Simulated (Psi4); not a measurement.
**MP3/def2-TZVPPD run of BCl (SMILES [B]Cl)**

What is the vertical ionisation energy of BCl at MP3/def2-TZVPPD? 

Program for the calculation: Psi4 1.11.

**1. Starting point**

The species is BCl (2 atoms), meant as a singlet with charge 0. As SMILES, `[B]Cl`. Geometry: relaxed at PBE0-D4/def2-TZVP.

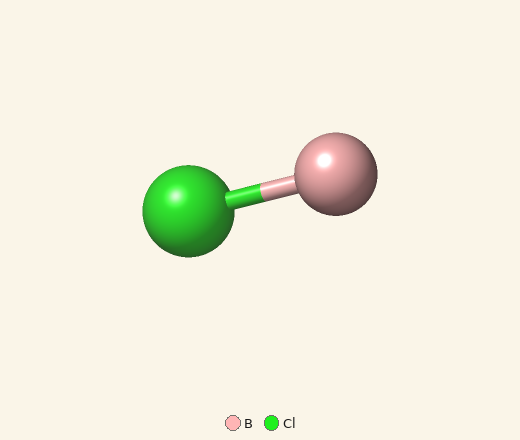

Viewed from a chosen angle; boron pink, chlorine green.

**2. A single-point energy at MP3/def2-TZVPPD**

File bcl_ase.py:

```python
import numpy as np
from ase.calculators.psi4 import Psi4
from ase import Atoms

mol = Atoms(['B', 'Cl'], positions=[
    [0.000000, 0.000000, -0.069660],
    [0.000000, 0.000000, 1.648190],
])
calc = Psi4(atoms=mol, method='mp3', basis='def2-TZVPPD', memory='1600MB', num_threads=1, charge=0, multiplicity=1, label='bcl')
calc.psi4.set_options({'puream': True, 'e_convergence': 1e-09, 'd_convergence': 1e-08, 'scf_type': 'pk', 'num_frozen_docc': 6, 'mp_type': 'conv'})
mol.calc = calc

print(f'energy: {mol.get_potential_energy():.6f} eV')
```

Command:

```bash
$ python bcl_ase.py
```

bcl.dat:

```text
=> Loading Basis Set <=

    Name: DEF2-TZVPPD
    Role: ORBITAL
    Keyword: BASIS

         ---------------------------------------------------------
                                   SCF
                              RHF Reference
                        1 Threads,   1525 MiB Core
         ---------------------------------------------------------

  ==> Geometry <==

    Molecular point group: c1
    Full point group: C_inf_v

    Geometry (in Angstrom), charge = 0, multiplicity = 1:

       Center              X                  Y                   Z               Mass
    ------------   -----------------  -----------------  -----------------  -----------------
         B            0.000000000000     0.000000000000    -1.306516966706    11.009305360000
         CL           0.000000000000     0.000000000000     0.411333033294    34.968852682000

  Running in c1 symmetry.

  Rotational constants: A = ************  B =      0.68224  C =      0.68224 [cm^-1]
  Rotational constants: A = ************  B =  20452.99859  C =  20452.99859 [MHz]
  Nuclear repulsion =   26.183929276100940

  Charge       = 0
  Multiplicity = 1
  Electrons    = 22
  Nalpha       = 11
  Nbeta        = 11

  ==> Algorithm <==

  SCF Algorithm Type is PK.
  DIIS enabled.
  MOM disabled.
  Fractional occupation disabled.
  Guess Type is SAD.
  Energy threshold   = 1.00e-09
  Density threshold  = 1.00e-08
  Integral threshold = 1.00e-12

  ==> Primary Basis <==

  Basis Set: DEF2-TZVPPD
    Blend: DEF2-TZVPPD
    Number of shells: 30
    Number of basis functions: 88
    Number of Cartesian functions: 101
    Spherical Harmonics?: true
    Max angular momentum: 3

  ==> Integral Setup <==

  Using in-core PK algorithm.
   Calculation information:
      Number of atoms:                   2
      Number of AO shells:              30
      Number of primitives:             52
      Number of atomic orbitals:       101
      Number of basis functions:        88

      Integral cutoff                 1.00e-12
      Number of threads:                 1

  Performing in-core PK
  Using 15338972 doubles for integral storage.
  We computed 106438 shell quartets total.
  Whereas there are 108345 unique shell quartets.

  ==> DiskJK: Disk-Based J/K Matrices <==

    J tasked:                  Yes
    K tasked:                  Yes
    wK tasked:                  No
    Memory [MiB]:             1144
    Schwarz Cutoff:          1E-12

  Minimum eigenvalue in the overlap matrix is 5.1214597208E-04.
  Reciprocal condition number of the overlap matrix is 9.7709989594E-05.
    Using symmetric orthogonalization.

  ==> Pre-Iterations <==

  SCF Guess: Superposition of Atomic Densities via on-the-fly atomic UHF (no occupation information).

   -------------------------
    Irrep   Nso     Nmo
   -------------------------
     A         88      88
   -------------------------
    Total      88      88
   -------------------------

  ==> Iterations <==

                        Total Energy        Delta E     RMS |[F,P]|

   @RHF iter SAD:  -483.63896529191538   -4.83639e+02   0.00000e+00
   @RHF iter   1:  -484.13953853906679   -5.00573e-01   1.74254e-03 ADIIS/DIIS
   @RHF iter   2:  -484.14754550238962   -8.00696e-03   4.60560e-04 ADIIS/DIIS
   @RHF iter   3:  -484.14849674110587   -9.51239e-04   1.61836e-04 ADIIS/DIIS
   @RHF iter   4:  -484.14873813559501   -2.41394e-04   5.68428e-05 DIIS
   @RHF iter   5:  -484.14878849208645   -5.03565e-05   1.77226e-05 DIIS
   @RHF iter   6:  -484.14879277395562   -4.28187e-06   3.49871e-06 DIIS
   @RHF iter   7:  -484.14879292161481   -1.47659e-07   1.05323e-06 DIIS
   @RHF iter   8:  -484.14879293490105   -1.32862e-08   2.05768e-07 DIIS
   @RHF iter   9:  -484.14879293540025   -4.99199e-10   2.53001e-08 DIIS
   @RHF iter  10:  -484.14879293540901   -8.75389e-12   4.50347e-09 DIIS
  Energy and wave function converged.

  ==> Post-Iterations <==

    Orbital Energies [Eh]
    ---------------------

    Doubly Occupied:

       1A   -104.877658     2A    -10.608371     3A     -8.074634
       4A     -8.073699     5A     -8.073699     6A     -7.719362
       7A     -1.160335     8A     -0.669817     9A     -0.524410
      10A     -0.524410    11A     -0.380419

    Virtual:

      12A      0.049830    13A      0.057732    14A      0.057732
      15A      0.075052    16A      0.084449    17A      0.084449
      18A      0.149811    19A      0.178432    20A      0.178432
      21A      0.226352    22A      0.226352    23A      0.240406
      24A      0.259191    25A      0.295436    26A      0.295436
      27A      0.299674    28A      0.313264    29A      0.313264
      30A      0.354201    31A      0.365639    32A      0.365639
      33A      0.497871    34A      0.634149    35A      0.634149
      36A      0.666025    37A      0.666025    38A      0.687145
      39A      0.735374    40A      0.735374    41A      0.801879
      42A      0.801879    43A      0.842616    44A      0.931426
      45A      0.931426    46A      1.029361    47A      1.094010
      48A      1.193895    49A      1.193895    50A      1.346898
      51A      1.489236    52A      1.856331    53A      1.856331
      54A      1.894827    55A      1.894827    56A      1.985119
      57A      1.985119    58A      2.117051    59A      2.117051
      60A      2.132497    61A      2.207861    62A      2.207861
      63A      2.214161    64A      2.214161    65A      2.297794
      66A      2.346345    67A      2.346345    68A      2.375986
      69A      2.375986    70A      2.620279    71A      2.620279
      72A      2.661006    73A      2.661006    74A      2.746669
      75A      2.943910    76A      3.249169    77A      3.249169
      78A      3.687063    79A      8.702215    80A      8.702215
      81A      8.744856    82A      8.744856    83A      8.859298
      84A     11.581999    85A     11.581999    86A     11.945385
      87A     14.547119    88A     26.087809

    Final Occupation by Irrep:
              A
    DOCC [    11 ]
    NA   [    11 ]
    NB   [    11 ]

  @RHF Final Energy:  -484.14879293540901

   => Energetics <=

    Nuclear Repulsion Energy =             26.1839292761009403
    One-Electron Energy =                -719.2918181493605516
    Two-Electron Energy =                 208.9590959378506341
    Total Energy =                       -484.1487929354090056

Computation Completed

Properties will be evaluated at   0.000000,   0.000000,   0.000000 [a0]

Properties computed using the SCF density matrix

 Multipole Moments:

 ------------------------------------------------------------------------------------
     Multipole            Electronic (a.u.)      Nuclear  (a.u.)        Total (a.u.)
 ------------------------------------------------------------------------------------

 L = 1.  Multiply by 2.5417464519 to convert [e a0] to [Debye]
 Dipole X            :         -0.0000000            0.0000000           -0.0000000
 Dipole Y            :         -0.0000000            0.0000000           -0.0000000
 Dipole Z            :         -0.2985333            0.8694190            0.5708857
 Magnitude           :                                                    0.5708857

 ------------------------------------------------------------------------------------

	total time  =          1 seconds =       0.02 minutes
 MINTS: Wrapper to libmints.

   Calculation information:
      Number of threads:                 1
      Number of atoms:                   2
      Number of AO shells:              30
      Number of SO shells:              30
      Number of primitives:             52
      Number of atomic orbitals:       101
      Number of basis functions:        88

      Number of irreps:                  1
      Integral cutoff                 1.00e-12
      Number of functions per irrep: [  88 ]

 OEINTS: Overlap, kinetic, potential, dipole, and quadrupole integrals
         stored in file 35.

      Computing two-electron integrals...done
      Computed 1538525 non-zero two-electron integrals.
        Stored in file 33.

  Module OCC Options:
  ----------------------------------------------------------------------------
  ACTIVE                        => (empty)
  BASIS_RELATIVISTIC            => (empty)
  BENCH                         => (empty)
  CACHELEVEL                    => (empty)
  CCL_ENERGY                    => (empty)
  CC_MAXITER                    => (empty)
  CC_TYPE                       => (empty)
  CEPA_OS_SCALE                 => (empty)
  CEPA_SOS_SCALE                => (empty)
  CEPA_SS_SCALE                 => (empty)
  CEPA_TYPE                     => (empty)
  CI_TYPE                       => (empty)
  CUBEPROP_BASIS_FUNCTIONS      => (empty)
  CUBEPROP_FILEPATH             => (empty)
  CUBEPROP_ISOCONTOUR_THRESHOLD => (empty)
  CUBEPROP_ORBITALS             => (empty)
  CUBEPROP_TASKS                => (empty)
  CUBIC_BASIS_TOLERANCE         => (empty)
  CUBIC_BLOCK_MAX_POINTS        => (empty)
  CUBIC_GRID_OVERAGE            => (empty)
  CUBIC_GRID_SPACING            => (empty)
  CUTOFF                        => (empty)
  DDX                           => (empty)
  DEBUG                         => (empty)
  DERTYPE                       => (empty)
  DF_BASIS_CC                   => (empty)
  DIE_IF_NOT_CONVERGED          => (empty)
  DIIS_MAX_VECS                 => (empty)
  DIIS_MIN_VECS                 => (empty)
  DKH_ORDER                     => (empty)
  DOCC                          => (empty)
  DO_DIIS                       => (empty)
  DO_LEVEL_SHIFT                => (empty)
  DO_SCS                        => (empty)
  DO_SOS                        => (empty)
  E3_SCALE                      => (empty)
  EA_POLES                      => (empty)
  EKT_EA                        => (empty)
  EKT_IP                        => (empty)
  EP_EA_POLES                   => (empty)
  EP_IP_POLES                   => (empty)
  EP_MAXITER                    => (empty)
  EXTERNAL_POTENTIAL_SYMMETRY   => (empty)
  E_CONVERGENCE                 => 1e-09           !
  FREEZE_CORE                   => (empty)
  FREEZE_CORE_POLICY            => (empty)
  FROZEN_DOCC                   => (empty)
  FROZEN_UOCC                   => (empty)
  INTEGRAL_PACKAGE              => (empty)
  IP_POLES                      => (empty)
  LEVEL_SHIFT                   => (empty)
  LITERAL_CFOUR                 => (empty)
  LS_THC_BASIS_TOLERANCE        => (empty)
  LS_THC_DF                     => (empty)
  LS_THC_PRUNING_SCHEME         => (empty)
  LS_THC_RADIAL_POINTS          => (empty)
  LS_THC_SPHERICAL_POINTS       => (empty)
  LS_THC_S_EPSILON              => (empty)
  LS_THC_WEIGHTS_TOLERANCE      => (empty)
  MAT_NUM_COLUMN_PRINT          => (empty)
  MAX_MOGRAD_CONVERGENCE        => (empty)
  MAX_RADIAL_MOMENT             => (empty)
  MBIS_D_CONVERGENCE            => (empty)
  MBIS_MAXITER                  => (empty)
  MBIS_PRUNING_SCHEME           => (empty)
  MBIS_RADIAL_POINTS            => (empty)
  MBIS_SPHERICAL_POINTS         => (empty)
  MOGRAD_DAMPING                => (empty)
  MOLDEN_WITH_VIRTUAL           => (empty)
  MO_MAXITER                    => (empty)
  MO_READ                       => (empty)
  MO_STEP_MAX                   => (empty)
  MO_WRITE                      => (empty)
  MP2_OS_SCALE                  => (empty)
  MP2_SOS_SCALE                 => (empty)
  MP2_SOS_SCALE2                => (empty)
  MP2_SS_SCALE                  => (empty)
  MP2_TYPE                      => (empty)
  MP_TYPE                       => CONV            !
  NAT_ORBS                      => (empty)
  NUM_FROZEN_DOCC               => 6               !
  NUM_FROZEN_UOCC               => (empty)
  NUM_GPUS                      => (empty)
  OCC_ORBS_PRINT                => (empty)
  OEPROP                        => (empty)
  OPT_METHOD                    => (empty)
  ORBITAL_OPTIMIZER_PACKAGE     => (empty)
  ORB_OPT                       => FALSE           !
  ORB_RESP_SOLVER               => (empty)
  ORTH_TYPE                     => (empty)
  OS_SCALE                      => (empty)
  PARENT_SYMMETRY               => (empty)
  PCG_BETA_TYPE                 => (empty)
  PCG_CONVERGENCE               => (empty)
  PCG_MAXITER                   => (empty)
  PCM                           => (empty)
  PE                            => (empty)
  PRINT                         => (empty)
  PRINT_NOONS                   => (empty)
  PROPERTIES                    => (empty)
  PROPERTIES_ORIGIN             => (empty)
  PUREAM                        => TRUE            !
  QC_MODULE                     => (empty)
  RAS1                          => (empty)
  RAS2                          => (empty)
  RAS3                          => (empty)
  RAS4                          => (empty)
  RELATIVISTIC                  => (empty)
  RELAXED                       => (empty)
  REMP_A                        => (empty)
  RESTRICTED_DOCC               => (empty)
  RESTRICTED_UOCC               => (empty)
  RMS_MOGRAD_CONVERGENCE        => (empty)
  R_CONVERGENCE                 => (empty)
  SCF_TYPE                      => PK              !
  SCREENING                     => (empty)
  SCS_TYPE                      => (empty)
  SOCC                          => (empty)
  SOS_TYPE                      => (empty)
  SPIN_SCALE_TYPE               => NONE            !
  SS_SCALE                      => (empty)
  SYMMETRIZE                    => (empty)
  TPDM_ABCD_TYPE                => (empty)
  WFN                           => (empty)
  WFN_TYPE                      => OMP3            !
  WRITER_FILE_LABEL             => (empty)
  ZORA_BASIS_TOLERANCE          => (empty)
  ZORA_NR_DEBUG                 => (empty)
  ZORA_PRUNING_SCHEME           => (empty)
  ZORA_RADIAL_POINTS            => (empty)
  ZORA_SPHERICAL_POINTS         => (empty)

 ==============================================================================
 ==============================================================================
 ==============================================================================

                             MP3

 ==============================================================================
 ==============================================================================
 ==============================================================================

	MO spaces per irreps...

	IRREP   FC    OCC   VIR  FV
	==============================
	   A     6     5    77    0
	==============================

	Computing MP2 energy using SCF MOs (Canonical MP2)...
	==============================================================================
	Nuclear Repulsion Energy (a.u.)    :    26.18392927610094
	SCF Energy (a.u.)                  :  -484.14879293540901
	REF Energy (a.u.)                  :  -484.14879293540901
	Alpha-Alpha Contribution (a.u.)    :    -0.03048441648949
	Alpha-Beta Contribution (a.u.)     :    -0.20022553447172
	Beta-Beta Contribution (a.u.)      :    -0.03048441648949
	Scaled_SS Correlation Energy (a.u.):    -0.02032294432633
	Scaled_OS Correlation Energy (a.u.):    -0.24027064136606
	SCS-MP2 Total Energy (a.u.)        :  -484.40938652110145
	SOS-MP2 Total Energy (a.u.)        :  -484.40908613022225
	SCSN-MP2 Total Energy (a.u.)       :  -484.25609808145202
	SCS-MP2-VDW Total Energy (a.u.)    :  -484.43556603602224
	SOS-PI-MP2 Total Energy (a.u.)     :  -484.42910868366943
	MP2 Correlation Energy (a.u.)      :    -0.26119436745070
	MP2 Total Energy (a.u.)            :  -484.40998730285969
	==============================================================================

	Computing MP3 energy using SCF MOs (Canonical MP3)...
	==============================================================================
	Nuclear Repulsion Energy (a.u.)    :    26.18392927610094
	SCF Energy (a.u.)                  :  -484.14879293540901
	REF Energy (a.u.)                  :  -484.14879293540901
	Alpha-Alpha Contribution (a.u.)    :    -0.03029045164651
	Alpha-Beta Contribution (a.u.)     :    -0.22662771779510
	Beta-Beta Contribution (a.u.)      :    -0.03029045164651
	MP2.5 Correlation Energy (a.u.)    :    -0.27420149426939
	MP2.5 Total Energy (a.u.)          :  -484.42299442967840
	SCS-MP3 Total Energy (a.u.)        :  -484.41589008451081
	3rd Order Energy (a.u.)            :    -0.02601425363741
	MP3 Correlation Energy (a.u.)      :    -0.28720862108813
	MP3 Total Energy (a.u.)            :  -484.43600155649710
	==============================================================================

	total time  =          3 seconds =       0.05 minutes
```

On the terminal:

```text
energy: -13182.175042 eV
```

Wall time 7.5 s (1 thread of Intel Xeon Platinum 8259CL at 2.50GHz (Skylake/Cascade Lake), shared host); peak memory 0.77 GiB.

[end of part 1 of 2]
